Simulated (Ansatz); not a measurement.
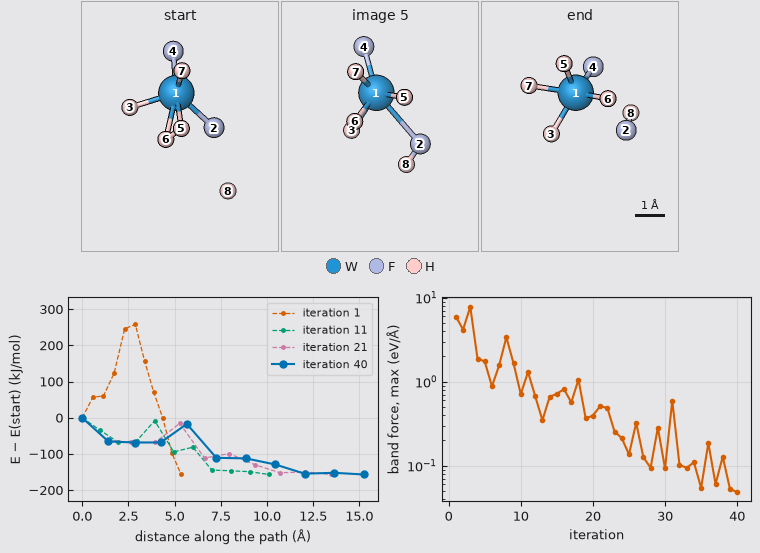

NEB run on WH5F2 (multiplicity 2), made up at the start of WH₄F₂ and H. Images are numbered from 0 (start) to 10 (end). The plot follows the band through its iterations. Style: ball-and-stick. Shown from a free direction.

Level of theory: UKS PBE/def2-mTZVP (Ansatz). Run with 9 movable images; climbing image; force threshold 0.05 eV/Å; iteration limit 60; starting path through a guess of the saddle point.

Q: Did the band converge, and can the barrier be trusted?

A: The result isn't final. The band hadn't converged when the run stopped after 40 iterations. The largest component of the band force went from 6 to 0.048 eV/Å. The first iteration put the highest image at 257.9 kJ/mol. No barrier shows: the energy is highest at the start, and the end lies 156.6 kJ/mol below the start.

Limits of the set-up: the start holds two separate molecules, 3.4 Å apart at their closest, whose relative position is a soft coordinate and is computed without a dispersion correction.

The run took 8.2 min on 4 threads of Arm Neoverse V1, with other jobs on the host, peak memory 0.22 GiB.
